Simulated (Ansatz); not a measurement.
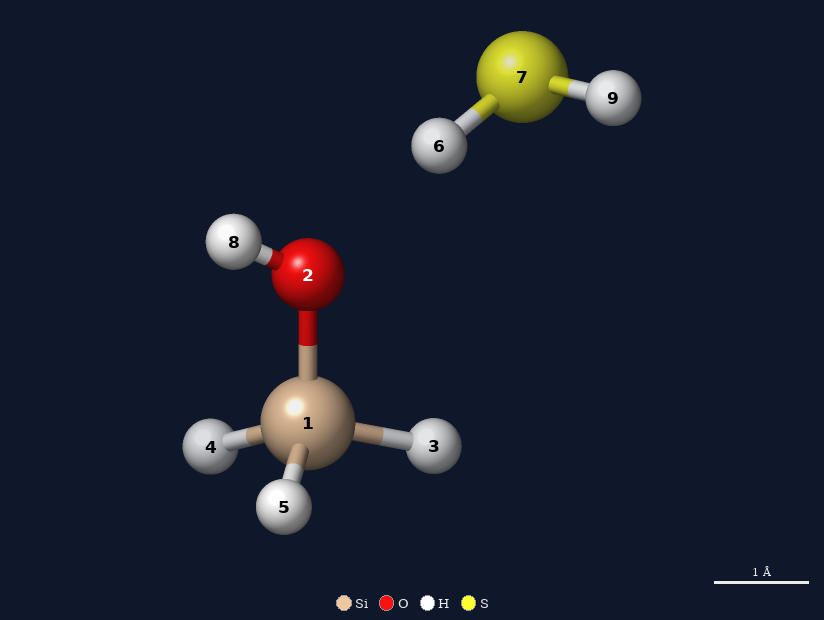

Atoms carry their numbers in the input. Computed geometry: PBE0-D4/def2-TZVP optimisation.

What is the geometry at S7?

Answer. S7 has 2 neighbours (H6 at 1.35, H9 at 1.34 Å); the arrangement is bent.

Describe the coordination of atom 1.

Answer. Si1 has 4 neighbours (O2 at 1.65, H3 at 1.48, H4 at 1.49, H5 at 1.49 Å); the arrangement is tetrahedral.

What is the geometry at O2?

Answer. O2 has 2 neighbours (Si1 at 1.65, H8 at 0.96 Å); the arrangement is bent.
